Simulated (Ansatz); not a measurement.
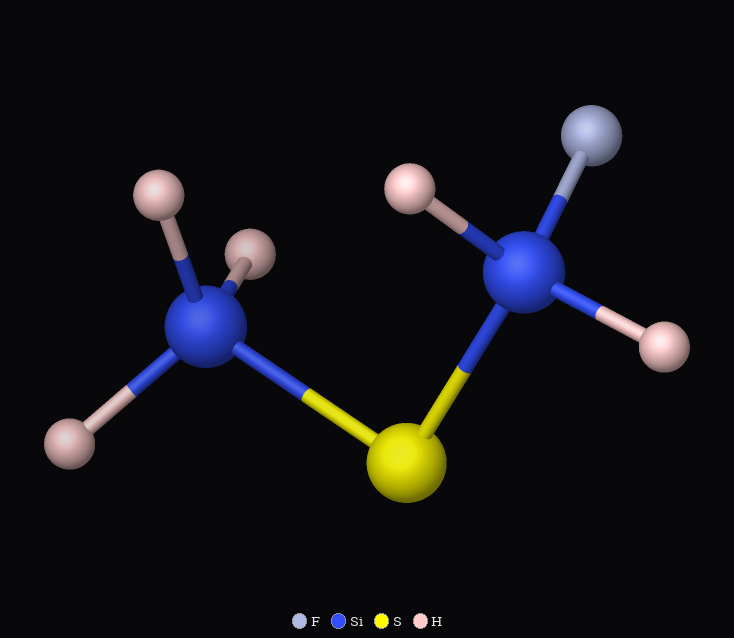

The computed structure is the end point of a PBE0-D4/def2-TZVP optimisation.

Identify the structure.

The molecule is FH5SSi2. Its SMILES string is `F[SiH2]S[SiH3]`. It has no ring. Among its groups: Si–H bond. This geometry has C1 symmetry. Coordination: 2 Si tetrahedral; 1 S bent.

The parts below concern this one geometry. Atoms keep their numbers from picture to picture.

**Shape**

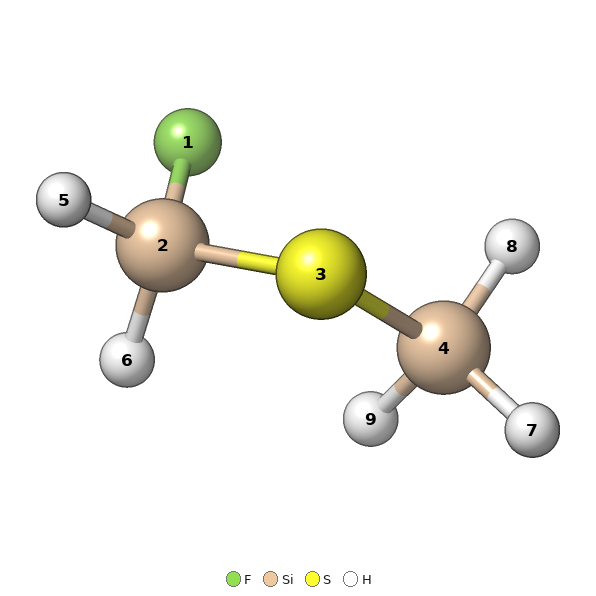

The atoms are numbered.

Give the bond lengths.

| bond | length (Å) | order |
| --- | --- | --- |
| F1–Si2 | 1.598 | single |
| Si2–S3 | 2.114 | single |
| Si2–H5 | 1.479 | single |
| Si2–H6 | 1.479 | single |
| S3–Si4 | 2.147 | single |
| Si4–H7 | 1.482 | single |
| Si4–H8 | 1.482 | single |
| Si4–H9 | 1.485 | single |

**Dipole moment**

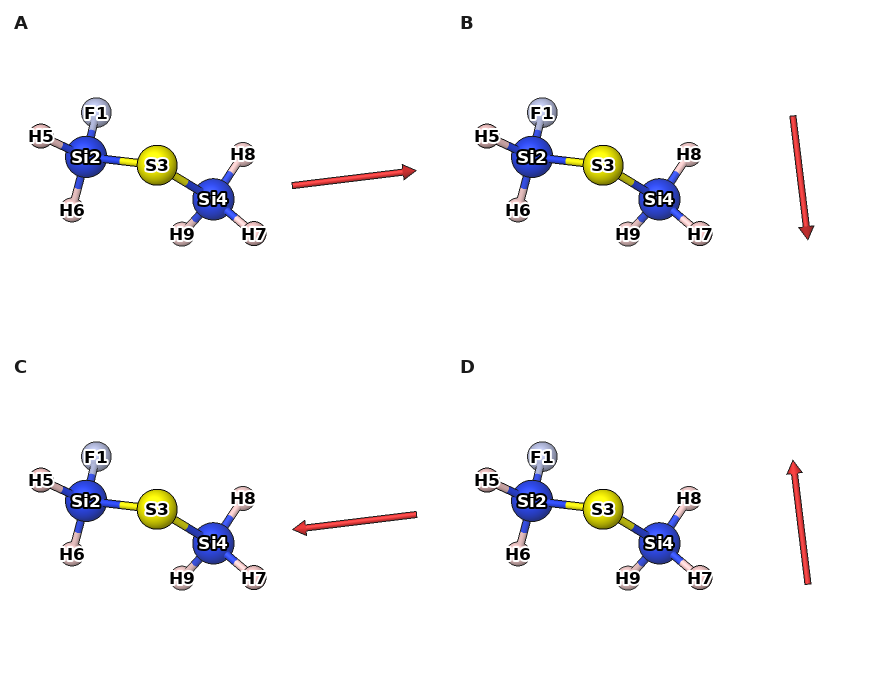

The same molecule four times, each with an arrow. Level of theory: RKS r2SCAN-D4/def2-TZVPP (Ansatz 0.2.0).

Question: Which arrow points along the dipole moment, from the negative to the positive end?

Answer: B. The dipole moment is 1.06 D; it points from the side of F1 to the side of H7 (the outermost atoms at the two ends).

**Vibrations**

Harmonic vibrations computed with RKS PBE0-D4/def2-TZVP (Ansatz 0.2.0) at a stationary point of the same level.

Question: How many vibrational modes are there, and where do they lie?

Answer: 21 modes: 43, 63, 145, 252, 491, 528, 592, 625, 661, 742, 869, 886, 927, 942, 951, 952, 2230, 2247, 2252, 2256, 2269 cm⁻¹.

**Charges**

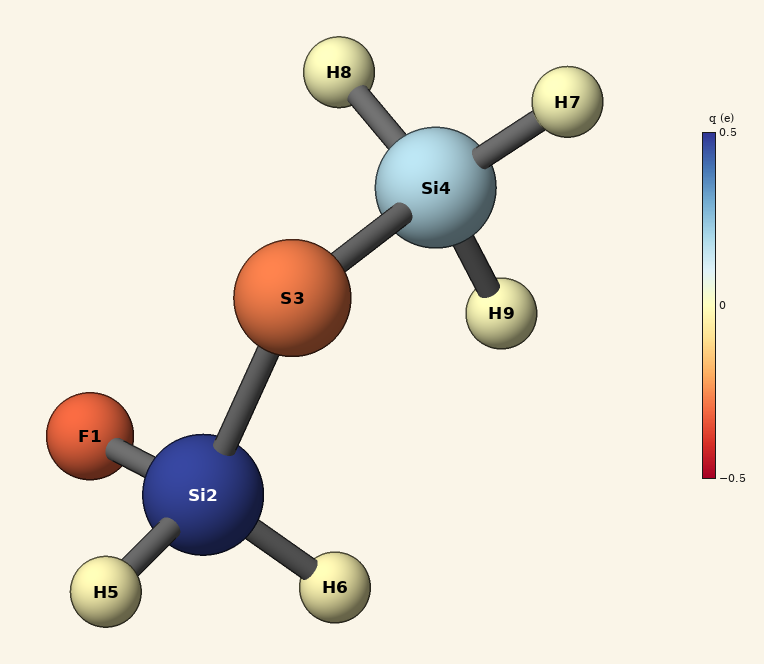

Atoms are coloured by their Mulliken charges. Properties computed with RKS ωB97M-V/def2-TZVPP (Ansatz 0.2.0).

Question: Which atom carries the highest charge (most positive or least negative)?

Answer: Si2 (0.47 e).

Question: And the lowest?

Answer: F1 (−0.31 e).

Give the Mulliken charges atom by atom.

```tsv
atom	value (e)
F1	−0.31
Si2	0.47
S3	−0.27
Si4	0.18
H5	−0.02
H6	−0.03
H7	−0.01
H8	−0.01
H9	−0.01
```

Mulliken values depend strongly on the basis set and can even reverse the polarity of a bond.
